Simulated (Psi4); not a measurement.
## Run report: BeH2, single-point calculation

BeH2, computed with HF/STO-3G, RHF (Psi4 1.11).

The geometry comes from this level: GFN2-xTB.

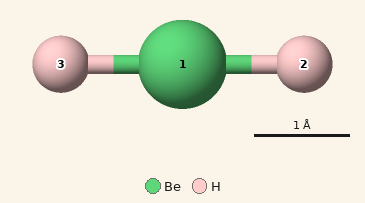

**Figure 1.** The structure as given in the input (ball-and-stick view, seen at a tilt; atoms are numbered from 1 in the order of the input). Sticks mark near contacts. Bond lengths as drawn: Be–H 1.28 Å.

Input file (run.py):
```python
import psi4

psi4.set_memory(1600000000)
psi4.set_num_threads(1)
psi4.core.set_output_file('beh2.out', False)

with open('beh2.xyz') as f:
    atoms = ''.join(f.readlines()[2:])
mol = psi4.geometry('0 1\n' + atoms + 'symmetry c1\nno_reorient\nno_com')

psi4.set_options({
    'basis': 'STO-3G',
    'puream': True,
    'e_convergence': 1e-09,
    'd_convergence': 1e-08,
    'scf_type': 'pk',
})

e, wfn = psi4.energy('scf', molecule=mol, return_wfn=True)
psi4.oeprop(wfn, 'DIPOLE', 'WIBERG_LOWDIN_INDICES', 'QUADRUPOLE', title='SCF')
print(f'scf energy: {e:.10f} Eh')
```

File beh2.xyz:
```
3
BeH2
Be    -0.000840    -0.000480    -0.000030
H     -0.018180    -0.022770     1.279120
H      0.019030     0.023250    -1.279100
```

Run as:
```bash
python run.py
```

Log:
```
=> Loading Basis Set <=

    Name: STO-3G
    Role: ORBITAL
    Keyword: BASIS

         ---------------------------------------------------------
                                   SCF
                              RHF Reference
                        1 Threads,   1525 MiB Core
         ---------------------------------------------------------

  ==> Geometry <==

    Molecular point group: c1
    Full point group: C1

    Geometry (in Angstrom), charge = 0, multiplicity = 1:

       Center              X                  Y                   Z               Mass
    ------------   -----------------  -----------------  -----------------  -----------------
         BE          -0.000840000000    -0.000480000000    -0.000030000000     9.012183065000
         H           -0.018180000000    -0.022770000000     1.279120000000     1.007825032230
         H            0.019030000000     0.023250000000    -1.279100000000     1.007825032230

  Running in c1 symmetry.

  Rotational constants: A = 1889203.71919  B =      5.10897  C =      5.10895 [cm^-1]
  Rotational constants: A = 56636902663.78226  B = 153163.01758  C = 153162.60338 [MHz]
  Nuclear repulsion =    3.515569756008339

  Charge       = 0
  Multiplicity = 1
  Electrons    = 6
  Nalpha       = 3
  Nbeta        = 3

  ==> Algorithm <==

  SCF Algorithm Type is PK.
  DIIS enabled.
  MOM disabled.
  Fractional occupation disabled.
  Guess Type is SAD.
  Energy threshold   = 1.00e-09
  Density threshold  = 1.00e-08
  Integral threshold = 1.00e-12

  ==> Primary Basis <==

  Basis Set: STO-3G
    Blend: STO-3G
    Number of shells: 5
    Number of basis functions: 7
    Number of Cartesian functions: 7
    Spherical Harmonics?: true
    Max angular momentum: 1

  ==> Integral Setup <==

  Using in-core PK algorithm.
   Calculation information:
      Number of atoms:                   3
      Number of AO shells:               5
      Number of primitives:             15
      Number of atomic orbitals:         7
      Number of basis functions:         7

      Integral cutoff                 1.00e-12
      Number of threads:                 1

  Performing in-core PK
  Using 812 doubles for integral storage.
  We computed 120 shell quartets total.
  Whereas there are 120 unique shell quartets.

  ==> DiskJK: Disk-Based J/K Matrices <==

    J tasked:                  Yes
    K tasked:                  Yes
    wK tasked:                  No
    Memory [MiB]:             1144
    Schwarz Cutoff:          1E-12

  Minimum eigenvalue in the overlap matrix is 2.1078586249E-01.
  Reciprocal condition number of the overlap matrix is 1.1745288386E-01.
    Using symmetric orthogonalization.

  ==> Pre-Iterations <==

  SCF Guess: Superposition of Atomic Densities via on-the-fly atomic UHF (no occupation information).

   -------------------------
    Irrep   Nso     Nmo
   -------------------------
     A          7       7
   -------------------------
    Total       7       7
   -------------------------

  ==> Iterations <==

                        Total Energy        Delta E     RMS |[F,P]|

   @RHF iter SAD:   -14.66230338993310   -1.46623e+01   0.00000e+00
   @RHF iter   1:   -15.55140457718332   -8.89101e-01   1.48694e-02 DIIS/ADIIS
   @RHF iter   2:   -15.56116313565926   -9.75856e-03   1.33356e-03 DIIS/ADIIS
   @RHF iter   3:   -15.56124722423414   -8.40886e-05   5.38843e-05 DIIS
   @RHF iter   4:   -15.56124737658864   -1.52355e-07   5.69282e-06 DIIS
   @RHF iter   5:   -15.56124737829071   -1.70207e-09   6.26745e-08 DIIS
   @RHF iter   6:   -15.56124737829100   -2.89546e-13   1.26207e-08 DIIS
   @RHF iter   7:   -15.56124737829102   -2.48690e-14   5.42284e-12 DIIS
  Energy and wave function converged.

  ==> Post-Iterations <==

    Orbital Energies [Eh]
    ---------------------

    Doubly Occupied:

       1A     -4.517834     2A     -0.466532     3A     -0.432113

    Virtual:

       4A      0.210437     5A      0.210438     6A      0.485688
       7A      1.013258

    Final Occupation by Irrep:
              A
    DOCC [     3 ]
    NA   [     3 ]
    NB   [     3 ]

  @RHF Final Energy:   -15.56124737829102

   => Energetics <=

    Nuclear Repulsion Energy =              3.5155697560083388
    One-Electron Energy =                 -27.3206781891099304
    Two-Electron Energy =                   8.2438610548105675
    Total Energy =                        -15.5612473782910232

Computation Completed

Properties will be evaluated at   0.000000,   0.000000,   0.000000 [a0]

Properties computed using the SCF density matrix

 Multipole Moments:

 ------------------------------------------------------------------------------------
     Multipole            Electronic (a.u.)      Nuclear  (a.u.)        Total (a.u.)
 ------------------------------------------------------------------------------------

 L = 1.  Multiply by 2.5417464519 to convert [e a0] to [Debye]
 Dipole X            :          0.0029495           -0.0047432           -0.0017937
 Dipole Y            :          0.0017002           -0.0027212           -0.0010210
 Dipole Z            :          0.0001441           -0.0001890           -0.0000449
 Magnitude           :                                                    0.0020644

 ------------------------------------------------------------------------------------

	total time  =          1 seconds =       0.02 minutes

Properties will be evaluated at   0.000000,   0.000000,   0.000000 [a0]

Properties computed using the SCF density matrix

 Multipole Moments:

 ------------------------------------------------------------------------------------
     Multipole            Electronic (a.u.)      Nuclear  (a.u.)        Total (a.u.)
 ------------------------------------------------------------------------------------

 L = 1.  Multiply by 2.5417464519 to convert [e a0] to [Debye]
 Dipole X            :          0.0029495           -0.0047432           -0.0017937
 Dipole Y            :          0.0017002           -0.0027212           -0.0010210
 Dipole Z            :          0.0001441           -0.0001890           -0.0000449
 Magnitude           :                                                    0.0020644

 L = 2.  Multiply by 1.3450342976 to convert [e a0^2] to [Debye ang]
 Quadrupole XX       :         -4.4773259            0.0024836           -4.4748424
 Quadrupole XY       :         -0.0038384            0.0030640           -0.0007743
 Quadrupole XZ       :          0.2131546           -0.1699669            0.0431877
 Quadrupole YY       :         -4.4789632            0.0037852           -4.4751781
 Quadrupole YZ       :          0.2636222           -0.2102092            0.0534129
 Quadrupole ZZ       :        -19.1288001           11.6853983           -7.4434019
 Traceless XX        :          4.8843705           -3.8947388            0.9896317
 Traceless YY        :          4.8827332           -3.8934372            0.9892960
 Traceless ZZ        :         -9.7671037            7.7881759           -1.9789278

 ------------------------------------------------------------------------------------

  Wiberg Bond Indices using Orthogonal Lowdin Orbitals:

  Irrep: 1 Size: 3 x 3

                 1                   2                   3

    1     0.00000000000000     0.99843827349031     0.99843824025777
    2     0.99843827349031     0.00000000000000     0.00025813244296
    3     0.99843824025777     0.00025813244296     0.00000000000000

  Atomic Valences:

 #  #
 Irrep: 1
      1:    1.996876513748082
      2:    0.998696405933266
      3:    0.998696372700727
```

Standard output:
```
scf energy: -15.5612473783 Eh
```

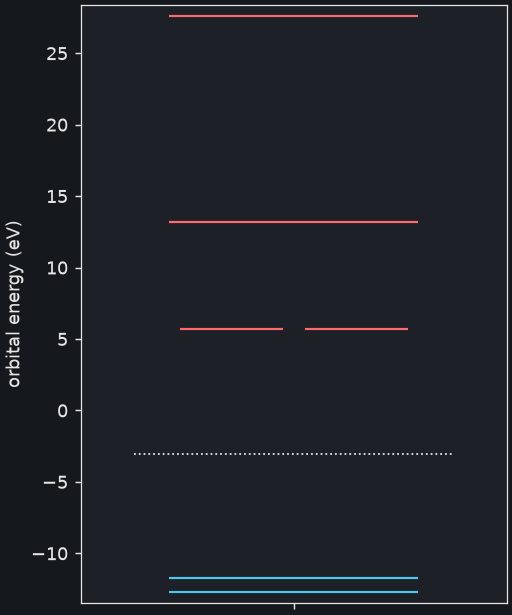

**Figure 2.** Orbital energies near the frontier; the dotted line parts filled from empty levels, and levels within 0.02 eV of each other stand side by side. Highest filled −11.76 eV, lowest empty 5.73 eV, 17.49 eV apart.

Summary:

| quantity | value |
| --- | --- |
| outcome | converged |
| total energy | −15.561247 hartree |
| basis functions | 7 |
| HOMO | −11.76 eV |
| LUMO | 5.73 eV |
| dipole moment | 0.01 D |
| hardware | 1 thread of Intel Xeon (Granite Rapids), 192 GiB of memory available, shared host |
| wall time | 1.2 s |
| peak memory | 0.18 GiB |
